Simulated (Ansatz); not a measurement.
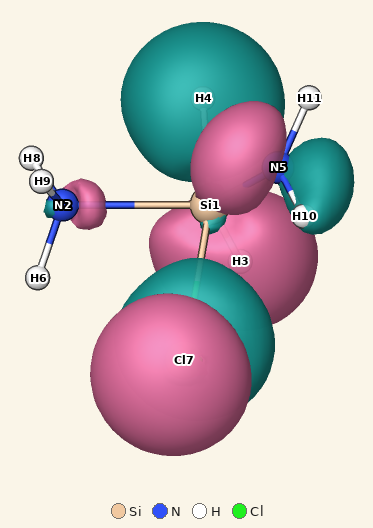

Figure 1: ClH₇N₂Si. The HOMO at ±0.1 Å⁻³ᐟ² (teal and pink are the two phases), seen at a tilt.

The product side of a reaction path; geometry: PBE0-D4/def2-TZVP; a saddle point, not a minimum.

Computed with Ansatz, RKS PBE0-D4/def2-TZVPP.

| atom | x (Å) | y (Å) | z (Å) |
| --- | --- | --- | --- |
| Si | -0.3365 | 0.5029 | -0.1833 |
| N | -0.3330 | -1.4470 | -0.2064 |
| H | -1.1197 | 0.9424 | -1.3636 |
| H | -1.4634 | 0.4103 | 0.8418 |
| N | 0.7043 | 1.3584 | 0.8521 |
| H | -0.0283 | -1.7617 | -1.1253 |
| Cl | 1.4667 | 0.1489 | -1.6066 |
| H | -1.2307 | -1.8429 | 0.0571 |
| H | 0.3720 | -1.7509 | 0.4612 |
| H | 1.6111 | 1.6839 | 0.5647 |
| H | 0.3574 | 1.7559 | 1.7085 |

**Where does this orbital lie, and at what energy?**

It lies mainly on Cl7 (about 40 %), Si1 (about 20 %), H4 (about 15 %), H3 (about 15 %) and N5 (about 10 %). Its energy is −7.09 eV.
